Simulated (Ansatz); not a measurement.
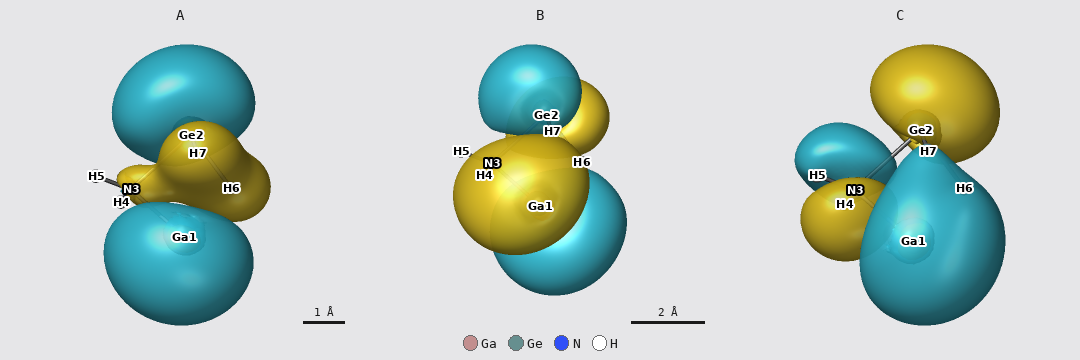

*GaGeH₄N. Three frontier orbitals at ±0.06 Å⁻³ᐟ² (yellow and cyan are the two phases), in no order.*

Geometry: PBE0-D3(BJ)/def2-SVP.

All numbers below come from isolated molecule in a Gaussian basis; Kohn-Sham density functional theory, functional PBE0 (Ansatz).

```yaml
atoms:
  - { symbol: Ga, position_ang: [1.4200, 1.4694, -1.0083] }
  - { symbol: Ge, position_ang: [-0.7788, 0.6896, 0.4822] }
  - { symbol: N, position_ang: [-0.4177, 0.5291, -1.5019] }
  - { symbol: H, position_ang: [-1.0838, 1.0384, -2.0816] }
  - { symbol: H, position_ang: [-0.3963, -0.4332, -1.8374] }
  - { symbol: H, position_ang: [-0.0987, 2.1932, 0.3224] }
  - { symbol: H, position_ang: [0.8104, 0.2464, 0.6454] }
```

**Order the three orbitals by energy and name them.**

C is the HOMO−1 (−7.01 eV). Its weight (Hirshfeld) is mainly on Ga1 (about 40 %), N3 (about 30 %) and Ge2 (about 25 %). A is the HOMO (−6.16 eV). By Hirshfeld shares it lies mainly on Ge2 (about 45 %) and Ga1 (about 40 %). B is the LUMO (−1.24 eV). Its weight (Hirshfeld) is mainly on Ga1 (about 65 %) and Ge2 (about 25 %).

**What is the HOMO–LUMO gap?**

4.92 eV between the orbital energies.
